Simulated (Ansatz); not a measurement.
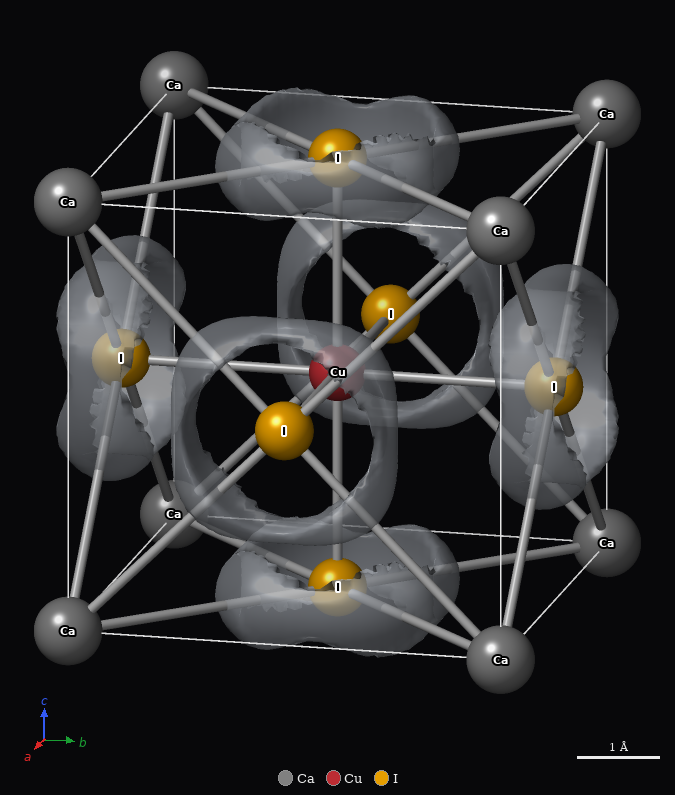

The picture shows: CaCuI3. Isosurface of the electron localisation function at 0.75 (grey), seen slightly off an axis. Core shells and regions of very low density are left out. Sticks mark near contacts.

Space group Pm-3m; a structure from a database of computed crystals, not necessarily the ambient phase; started from the KZnF3-221 prototype, which need not be the ambient phase; computed without spin polarisation.

Theory: DFT, r2SCAN+rVV10, plane waves, PAW in Ansatz 0.2.0.

In a PAW calculation such maps are meaningful between the atoms, not at the nuclei.

### Where are the electrons localised?

At this value the surface marks out three regions wrapped around I (the valence shell of each), counted in one cell of 5 atoms. Regions shared between cells count once. Along the contacts the grid gives the following. Cu–I (2.72 Å): the ELF is about 0.50 at the midpoint. Ca–I (3.85 Å): the ELF peaks at about 0.80 in the valence shell of I, 1.3 Å from its nucleus, and drops to about 0 between the two atoms; a closed-shell, largely ionic contact.
